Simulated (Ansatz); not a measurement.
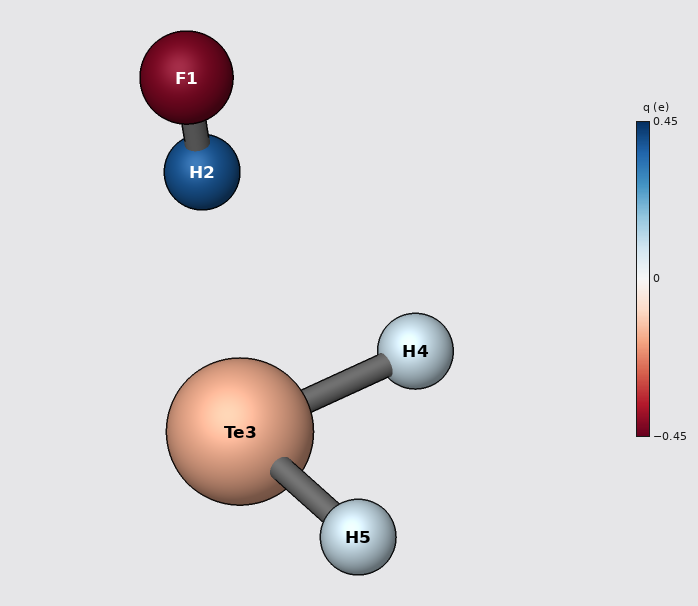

Atoms are coloured by their Mulliken charges. The geometry was computed by an optimisation with PBE0-D4/def2-TZVP. Level of theory: RKS PBE0-D4/def2-TZVP, core potentials on Te (Ansatz 0.2.0).

List the Mulliken charges.

```json
{"atom": "F1", "value (e)": "−0.42"}
{"atom": "H2", "value (e)": "0.39"}
{"atom": "Te3", "value (e)": "−0.16"}
{"atom": "H4", "value (e)": "0.10"}
{"atom": "H5", "value (e)": "0.10"}
```

Mulliken values depend strongly on the basis set and can even reverse the polarity of a bond.
